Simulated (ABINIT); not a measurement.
# AlN (P6_3mc): G0W0 in ABINIT against the k mesh

How does the gap of AlN (P6_3mc) converge in the k mesh?

Calculated with ABINIT 10.8.3; LDA and many-body steps on it, plane waves.

The database entry behind the starting cell differs from later determinations by our own check (inner coordinate u about 0.002 short), so it need not match the best structure at ambient conditions.

**1. Starting point**

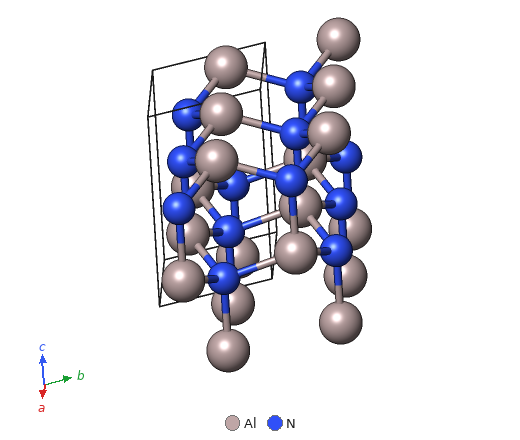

The starting structure, seen slightly off an axis (aluminium light grey, nitrogen blue). 3×2×1 cells are drawn. Some periodic images of atoms are drawn too.

The cell and positions come from the Crystallography Open Database and are kept as given unless a step says otherwise.

**2. Empty states on the mesh, 3×3×2 mesh, 140 bands**

This step: ABINIT 10.8.3; DFT, LDA, plane waves, norm-conserving pseudopotentials.

The sums over transitions need many empty states on a uniform mesh; this step solves for them.

run.abi reads:

```
acell 3*1.0 Angstrom
rprim 
  3.113000000011 -0.000000000003 0.000000000000
  -1.556500000003 2.695937081992 0.000000000000
  0.000000000000 0.000000000000 4.981000000000
ntypat 2
znucl 13 7
natom 4
typat 1 1 2 2
xred 
  0.333333333333 0.666666666667 0.000000000000
  0.666666666667 0.333333333333 0.500000000000
  0.333333333333 0.666666666667 0.380000000000
  0.666666666667 0.333333333333 0.880000000000
pp_dirpath "pseudos"
pseudos "Al.upf, N.upf"
ecut 36
ngkpt 3 3 2
nshiftk 1
shiftk 0 0 0
kptopt 1
chksymbreak 0
irdden 1
istwfk *1
nband 140
prtvol 0
optdriver 6
gwr_task "HDIAGO"
paral_kgb 0
occopt 1
indata_prefix "in"
outdata_prefix "out"
tmpdata_prefix "tmp"
```

The run is started by

```
OMP_NUM_THREADS=1 mpirun -n 4 abinit run.abi > log
```

Numbers of over 12 decimals in the logs are rounded to 6 here.

Output:

```text
.Version 10.8.3 of ABINIT. v10.8.2 released Aug 2026.

 Symmetries : space group P6_3 m c (#186); Bravais hP (primitive hexag.)
[... echo of the input left out ...]
== DATASET  1 ==================================================================
-   mpi_nproc: 4, omp_nthreads: 1 (-1 if OMP is not activated)

--- !DatasetInfo
iteration_state: {dtset: 1, }
dimensions: {natom: 4, nkpt: 6, mband: 140, nsppol: 1, nspinor: 1, nspden: 1, mpw: 2934, }
cutoff_energies: {ecut:  36.0, pawecutdg:  -1.0, }
[...]
Direct band gap semiconductor
 Fundamental gap:     4.255 (eV)
   VBM:     5.659 (eV) at k: [ 0.0000E+00,  0.0000E+00,  0.0000E+00]
   CBM:     9.914 (eV) at k: [ 0.0000E+00,  0.0000E+00,  0.0000E+00]
 Direct gap:         4.255 (eV) at k: [ 0.0000E+00,  0.0000E+00,  0.0000E+00]

== END DATASET(S) ==============================================================
================================================================================

 -outvars: echo values of variables after computation  --------
           etotal      0.0000000000E+00
            nband         140
             nkpt           6
          spgroup         186
 [... the other variables as echoed above ...]

 Calculation completed.
```

Elapsed: 35 s, on 4 MPI ranks of Arm Neoverse V1, shared host; peak memory 2 GiB; 2.3 min of CPU time.

This step gave:

| Quantity | Value |
| --- | --- |
| gap | 4.255 eV |
| k of the valence top | 0, 0, 0 |
| k of the conduction bottom | 0, 0, 0 |
| least direct gap | 4.255 eV |
| k points computed | 6 |
| lowest point of the top converged band, above the valence top | 105.1092 eV |

On this mesh the gap is 4.255 eV.

The density comes from a self-consistent run that is not shown.

**3. Empty states on the mesh, 3×3×1 mesh, 43 bands**

run.abi, as its differences from that of step 2:

```diff
@@ -17,3 +17,3 @@
 ecut 36
-ngkpt 3 3 2
+ngkpt 3 3 1
 nshiftk 1
@@ -22,10 +22,10 @@
 chksymbreak 0
+iscf -2
 irdden 1
 istwfk *1
-nband 140
+nband 43
+nbdbuf 4
+tolwfr 1e-09
+nstep 60
 prtvol 0
-optdriver 6
-gwr_task "HDIAGO"
-paral_kgb 0
-occopt 1
 indata_prefix "in"
```

Output:

```text
.Version 10.8.3 of ABINIT. v10.8.2 released Aug 2026.

 Symmetries : space group P6_3 m c (#186); Bravais hP (primitive hexag.)
[... echo of the input left out ...]
== DATASET  1 ==================================================================
-   mpi_nproc: 4, omp_nthreads: 1 (-1 if OMP is not activated)
-    --> not optimal distribution: autoparal keyword recommended in input file <--

--- !DatasetInfo
iteration_state: {dtset: 1, }
dimensions: {natom: 4, nkpt: 3, mband: 43, nsppol: 1, nspinor: 1, nspden: 1, mpw: 2928, }
cutoff_energies: {ecut:  36.0, pawecutdg:  -1.0, }
[...]
1.03456    1.08873    1.18993    1.18993    1.28390    1.35488    1.36289    1.36289
   1.46450    1.46450    1.53559    1.53559    1.57683    1.59889    1.62390    1.62390
   1.66942    1.76957    1.84440
 prteigrs : prtvol=0 or 1, do not print more k-points.

== END DATASET(S) ==============================================================
================================================================================

 -outvars: echo values of variables after computation  --------
            nband          43
             nkpt           3
          spgroup         186
 [... the other variables as echoed above ...]

 Calculation completed.
```

Run time: 3.9 s. Hardware: 4 MPI ranks; peak memory 0.24 GiB; 15 s of CPU time.

This step gave:

- gap: 4.255 eV
- k of the valence top: 0, 0, 0
- k of the conduction bottom: 0, 0, 0
- least direct gap: 4.255 eV
- k points computed: 3
- lowest point of the top converged band, above the valence top: 38.43 eV

On this mesh the gap is 4.255 eV.

**4. Empty states on the mesh, 6×6×4 mesh, 43 bands**

run.abi, as its differences from that of step 3:

```diff
@@ -17,3 +17,3 @@
 ecut 36
-ngkpt 3 3 1
+ngkpt 6 6 4
 nshiftk 1
```

Output:

```text
.Version 10.8.3 of ABINIT. v10.8.2 released Aug 2026.

 Symmetries : space group P6_3 m c (#186); Bravais hP (primitive hexag.)
[... echo of the input left out ...]
== DATASET  1 ==================================================================
-   mpi_nproc: 4, omp_nthreads: 1 (-1 if OMP is not activated)

--- !DatasetInfo
iteration_state: {dtset: 1, }
dimensions: {natom: 4, nkpt: 21, mband: 43, nsppol: 1, nspinor: 1, nspden: 1, mpw: 2934, }
cutoff_energies: {ecut:  36.0, pawecutdg:  -1.0, }
[...]
1.03456    1.08873    1.18993    1.18993    1.28390    1.35488    1.36289    1.36289
   1.46450    1.46450    1.53559    1.53559    1.57683    1.59889    1.62390    1.62390
   1.66942    1.76957    1.84440
 prteigrs : prtvol=0 or 1, do not print more k-points.

== END DATASET(S) ==============================================================
================================================================================

 -outvars: echo values of variables after computation  --------
            nband          43
             nkpt          21
          spgroup         186
 [... the other variables as echoed above ...]

 Calculation completed.
```

Wall time 12 s (4 MPI ranks); peak memory 0.28 GiB; 49 s of CPU time.

Numbers from this step:

| Item | Value |
| --- | --- |
| gap | 4.255 eV |
| k of the valence top | 0, 0, 0 |
| k of the conduction bottom | 0, 0, 0 |
| least direct gap | 4.255 eV |
| k points computed | 21 |
| lowest point of the top converged band, above the valence top | 37.29 eV |

On this mesh the gap is 4.255 eV.

**5. Screening, 3×3×1 mesh, 39 bands, screening to 130.6 eV**

The RPA dielectric matrix is built and inverted for each q.

This step: RPA screening on LDA, plane waves, norm-conserving pseudopotentials.

run.abi, as its differences from that of step 4:

```diff
@@ -17,3 +17,3 @@
 ecut 36
-ngkpt 6 6 4
+ngkpt 3 3 1
 nshiftk 1
@@ -22,10 +22,11 @@
 chksymbreak 0
-iscf -2
-irdden 1
 istwfk *1
-nband 43
-nbdbuf 4
-tolwfr 1e-09
-nstep 60
-prtvol 0
+occopt 1
+irdwfk 1
+optdriver 3
+nband 39
+ecuteps 4.8
+inclvkb 2
+awtr 1
+symchi 1
 indata_prefix "in"
```

Output:

```text
.Version 10.8.3 of ABINIT. v10.8.2 released Aug 2026.

 Symmetries : space group P6_3 m c (#186); Bravais hP (primitive hexag.)
[... echo of the input left out ...]
== DATASET  1 ==================================================================
-   mpi_nproc: 4, omp_nthreads: 1 (-1 if OMP is not activated)

--- !DatasetInfo
iteration_state: {dtset: 1, }
dimensions: {natom: 4, nkpt: 3, mband: 39, nsppol: 1, nspinor: 1, nspden: 1, mpw: 2928, }
cutoff_energies: {ecut:  36.0, pawecutdg:  -1.0, }
electrons: {nelect:   1.60000000E+01, charge:   0.00000000E+00, occopt:   1.00000000E+00, tsmear:   1.00000000E-02, }

 SCREENING: Calculation of the susceptibility and dielectric matrices

 Based on a program developped by R.W. Godby, V. Olevano, G. Onida, and L. Reining.
 Incorporated in ABINIT by V. Olevano, G.-M. Rignanese, and M. Torrent.
.Using double precision arithmetic ; gwpc =  8

[... cell and pseudopotentials left out ...]
--------------------------------------------------------------------------------

 ==== K-mesh for the wavefunctions ====
 Number of points in the irreducible wedge :     3
[... list of points left out ...]
 Together with 12 symmetry operations and time-reversal symmetry
 yields     9 points in the full Brillouin Zone.

 ==== Q-mesh for the screening function ====
 Number of points in the irreducible wedge :     3
[... list of points left out ...]
 Together with 12 symmetry operations and time-reversal symmetry
 yields     9 points in the full Brillouin Zone.

 setmesh: FFT mesh size selected  =    20x   20x   36
          total number of points  =        14400

 vcoul_init : cutoff-mode = AUXILIARY_FUNCTION
 q-points for optical limit:   1
     1)      0.000010    0.000020    0.000030

- screening: taking advantage of time-reversal symmetry
- Maximum band index for partially occupied states nbvw = 8
- Remaining bands to be divided among processors   nbcw = 31
- Number of bands treated by each node ~7

 Number of electrons calculated from density =   16.0000; Expected =   16.0000
 average of density, n =  0.056718
 r_s =    1.6146
 omega_plasma =   22.9728 [eV]

 calculating chi0 at frequencies [eV] :
  1    0.000000E+00    0.000000E+00
  2    0.000000E+00    2.297283E+01

--------------------------------------------------------------------------------
  q-point number  1        q = ( 0.000000, 0.000000, 0.000000) [r.l.u.]
--------------------------------------------------------------------------------
[... chi0 elements left out ...]
 For q-point:  0.000010 0.000020 0.000030
  dielectric constant =   5.1940
  dielectric constant without local fields =   5.6550

  Average fulfillment of the sum rule on Im[epsilon] for q-point    1 :     50.79  [%]
[... wings left out ...]
  q-point number  2        q = ( 0.333333, 0.000000, 0.000000) [r.l.u.]
--------------------------------------------------------------------------------
[... chi0 elements left out ...]
  Average fulfillment of the sum rule on Im[epsilon] for q-point    2 :     61.50  [%]

 [... 1 further q-points ...]
```

Wall time 2.6 s (4 MPI ranks); peak memory 0.09 GiB; 10 s of CPU time.

This step gave:

```yaml
eps_infinity_with_local_fields_on_this_mesh_along_the_program_s_q_direction: 5.194
the_same_without_local_fields: 5.655
plasma_frequency: 22.97 eV
plane_waves_in_the_screening_matrix: 135
```

Local fields lower ε∞ by 8 %. On a Γ-centred mesh this coarse the value itself is usually too large, while a short band sum pulls it down.

**6. 3×3×1**

This step: G0W0 on LDA, plane waves, norm-conserving pseudopotentials.

run.abi, as its differences from that of step 5:

```diff
@@ -25,8 +25,15 @@
 irdwfk 1
-optdriver 3
+optdriver 4
 nband 39
+gwcalctyp 0
+ecutsigx 36
+symsigma 1
+nkptgw 1
+kptgw 
+  0.0000000000 0.0000000000 0.0000000000
+bdgw 
+  6 10
 ecuteps 4.8
-inclvkb 2
-awtr 1
-symchi 1
+irdscr 1
+ppmodel 1
 indata_prefix "in"
```

Output:

```text
.Version 10.8.3 of ABINIT. v10.8.2 released Aug 2026.

 Symmetries : space group P6_3 m c (#186); Bravais hP (primitive hexag.)
[... echo of the input left out ...]
== DATASET  1 ==================================================================
-   mpi_nproc: 4, omp_nthreads: 1 (-1 if OMP is not activated)

--- !DatasetInfo
iteration_state: {dtset: 1, }
dimensions: {natom: 4, nkpt: 3, mband: 39, nsppol: 1, nspinor: 1, nspden: 1, mpw: 2928, }
cutoff_energies: {ecut:  36.0, pawecutdg:  -1.0, }
electrons: {nelect:   1.60000000E+01, charge:   0.00000000E+00, occopt:   1.00000000E+00, tsmear:   1.00000000E-02, }

 SIGMA: Calculation of the GW corrections

 Based on a program developped by R.W. Godby, V. Olevano, G. Onida, and L. Reining.
 Incorporated in ABINIT by V. Olevano, G.-M. Rignanese, and M. Torrent.
.Using double precision arithmetic ; gwpc =  8

[... cell and pseudopotentials left out ...]
--------------------------------------------------------------------------------

 ==== K-mesh for the wavefunctions ====
 Number of points in the irreducible wedge :     3
[... list of points left out ...]
 Together with 12 symmetry operations and time-reversal symmetry
 yields     9 points in the full Brillouin Zone.

 ==== Q-mesh for screening function ====
 Number of points in the irreducible wedge :     3
[... list of points left out ...]
 Together with 12 symmetry operations and time-reversal symmetry
 yields     9 points in the full Brillouin Zone.

 vcoul_init : cutoff-mode = AUXILIARY_FUNCTION
 q-points for optical limit:   1
     1)      0.000010    0.000020    0.000030
 setmesh: FFT mesh size selected  =    27x   27x   54
          total number of points  =        39366

 Number of electrons calculated from density =   16.0000; Expected =   16.0000
 average of density, n =  0.056718
 r_s =    1.6146
 omega_plasma =   22.9728 [eV]

 === KS Band Gaps ===
  >>>> For spin  1
   Minimum direct gap =   4.2550 [eV], located at k-point      :   0.0000  0.0000  0.0000
   Fundamental gap    =   4.2550 [eV], Top of valence bands at :   0.0000  0.0000  0.0000
                                       Bottom of conduction at :   0.0000  0.0000  0.0000
 SIGMA fundamental parameters:
 PLASMON POLE MODEL  1
 number of plane-waves for SigmaX                 2863
 number of plane-waves for SigmaC and W            135
 number of plane-waves for wavefunctions          2863
 number of bands                                    39
 number of independent spin polarizations            1
 number of spinorial components                      1
 number of k-points in IBZ                           3
 number of q-points in IBZ                           3
 number of symmetry operations                      12
 number of k-points in BZ                            9
 number of q-points in BZ                            9
 number of frequencies for dSigma/dE                 9
 frequency step for dSigma/dE [eV]                0.25
 number of omega for Sigma on real axis              0
 max omega for Sigma on real axis  [eV]           0.00
 zcut for avoiding poles [eV]                     0.10

 EPSILON^-1 parameters (SCR file):
 dimension of the eps^-1 matrix on file            135
 dimension of the eps^-1 matrix used               135
 number of plane-waves for wavefunctions          2863
 number of bands                                    39
 number of q-points in IBZ                           3
 number of frequencies                               2
 number of real frequencies                          1
 number of imag frequencies                          1

 matrix elements of self-energy operator (all in [eV])

 Perturbative Calculation

--- !SelfEnergy_ee
iteration_state: {dtset: 1, }
kpoint     : [   0.000,    0.000,    0.000, ]
spin       : 1
KS_gap     :    4.255
QP_gap     :    5.559
Delta_QP_KS:    1.304
data: !SigmaeeData |
     Band     E0 <VxcDFT>   SigX SigC(E0)      Z dSigC/dE  Sig(E)    E-E0       E
        6   5.481 -16.814 -20.928   3.889   0.790  -0.266 -16.992  -0.178   5.303
        7   5.481 -16.814 -20.928   3.889   0.790  -0.266 -16.992  -0.178   5.303
        8   5.659 -16.904 -20.907   3.835   0.789  -0.268 -17.037  -0.133   5.527
        9   9.914 -12.732  -7.696  -3.599   0.815  -0.227 -11.561   1.171  11.085
       10  12.222 -11.085  -5.657  -3.927   0.824  -0.213  -9.847   1.237  13.459

== END DATASET(S) ==============================================================
================================================================================

 -outvars: echo values of variables after computation  --------
           etotal      0.0000000000E+00
            nband          39
             nkpt           3
          spgroup         186
 [... the other variables as echoed above ...]

 Calculation completed.
```

The job ended after 2.3 s (4 MPI ranks; peak memory 0.09 GiB).

This step gave:

```yaml
g0w0_gap_on_the_points_computed: 5.558 eV
starting_gap_on_the_mesh: 4.255 eV
k_of_the_valence_top: 0, 0, 0
k_of_the_conduction_bottom: 0, 0, 0
z_at_the_valence_top: 0.789
z_at_the_conduction_bottom: 0.815
least_direct_g0w0_gap_on_the_computed_points: 5.558 eV
```

**7. Screening, 3×3×2 mesh, 39 bands, screening to 130.6 eV**

This step: RPA screening on LDA, plane waves, norm-conserving pseudopotentials.

run.abi, as its differences from that of step 6:

```diff
@@ -17,3 +17,3 @@
 ecut 36
-ngkpt 3 3 1
+ngkpt 3 3 2
 nshiftk 1
@@ -25,15 +25,8 @@
 irdwfk 1
-optdriver 4
+optdriver 3
 nband 39
-gwcalctyp 0
-ecutsigx 36
-symsigma 1
-nkptgw 1
-kptgw 
-  0.0000000000 0.0000000000 0.0000000000
-bdgw 
-  6 10
 ecuteps 4.8
-irdscr 1
-ppmodel 1
+inclvkb 2
+awtr 1
+symchi 1
 indata_prefix "in"
```

Output:

```text
.Version 10.8.3 of ABINIT. v10.8.2 released Aug 2026.

 Symmetries : space group P6_3 m c (#186); Bravais hP (primitive hexag.)
[... echo of the input left out ...]
== DATASET  1 ==================================================================
-   mpi_nproc: 4, omp_nthreads: 1 (-1 if OMP is not activated)

--- !DatasetInfo
iteration_state: {dtset: 1, }
dimensions: {natom: 4, nkpt: 6, mband: 39, nsppol: 1, nspinor: 1, nspden: 1, mpw: 2934, }
cutoff_energies: {ecut:  36.0, pawecutdg:  -1.0, }
electrons: {nelect:   1.60000000E+01, charge:   0.00000000E+00, occopt:   1.00000000E+00, tsmear:   1.00000000E-02, }

 SCREENING: Calculation of the susceptibility and dielectric matrices

 Based on a program developped by R.W. Godby, V. Olevano, G. Onida, and L. Reining.
 Incorporated in ABINIT by V. Olevano, G.-M. Rignanese, and M. Torrent.
.Using double precision arithmetic ; gwpc =  8

[... cell and pseudopotentials left out ...]
--------------------------------------------------------------------------------

 ==== K-mesh for the wavefunctions ====
 Number of points in the irreducible wedge :     6
[... list of points left out ...]
 Together with 12 symmetry operations and time-reversal symmetry
 yields    18 points in the full Brillouin Zone.

 ==== Q-mesh for the screening function ====
 Number of points in the irreducible wedge :     6
[... list of points left out ...]
 Together with 12 symmetry operations and time-reversal symmetry
 yields    18 points in the full Brillouin Zone.

 setmesh: FFT mesh size selected  =    20x   20x   36
          total number of points  =        14400

 vcoul_init : cutoff-mode = AUXILIARY_FUNCTION
 q-points for optical limit:   1
     1)      0.000010    0.000020    0.000030

- screening: taking advantage of time-reversal symmetry
- Maximum band index for partially occupied states nbvw = 8
- Remaining bands to be divided among processors   nbcw = 31
- Number of bands treated by each node ~7

 Number of electrons calculated from density =   16.0000; Expected =   16.0000
 average of density, n =  0.056718
 r_s =    1.6146
 omega_plasma =   22.9728 [eV]

 calculating chi0 at frequencies [eV] :
  1    0.000000E+00    0.000000E+00
  2    0.000000E+00    2.297283E+01

--------------------------------------------------------------------------------
  q-point number  1        q = ( 0.000000, 0.000000, 0.000000) [r.l.u.]
--------------------------------------------------------------------------------
[... chi0 elements left out ...]
 For q-point:  0.000010 0.000020 0.000030
  dielectric constant =   4.9952
  dielectric constant without local fields =   5.4532

  Average fulfillment of the sum rule on Im[epsilon] for q-point    1 :     50.91  [%]
[... wings left out ...]
  q-point number  2        q = ( 0.333333, 0.000000, 0.000000) [r.l.u.]
--------------------------------------------------------------------------------
[... chi0 elements left out ...]
  Average fulfillment of the sum rule on Im[epsilon] for q-point    2 :     61.53  [%]

 [... 4 further q-points ...]
```

Wall time 3.6 s (4 MPI ranks); peak memory 0.39 GiB; 14 s of CPU time.

Numbers from this step:

- ε∞ with local fields, on this mesh, along the program's q direction: 4.995
- the same without local fields: 5.453
- plasma frequency: 22.97 eV
- plane waves in the screening matrix: 135

[end of part 1 of 2]

[Paths, hosts, dates, memory and timing lines, banners, echoed tables and standing remarks are left out of the program output.]

[Logs are printed without paths, hosts, clocks, repeated set-up lines and the standing remarks that a program may print on its own settings, such as how far it seeks lower states.]

[Runs of the session that timed out or met a known fault of the program may be left out.]

[Hosts, paths, dates, database ids (printed as entryN), source tags and the programs' standing remarks are cut or masked in the printed files.]

[G0W0 gaps are taken among the corrected bands and points alone; a level outside them can change the order at an edge.]

[Where Ansatz stands beside ABINIT at settings called matched, ABINIT's density can come from a denser mesh and the files from another edition; pairs whose starting gaps differed by over 0.03 eV were left out, so agreement reads better than it is.]
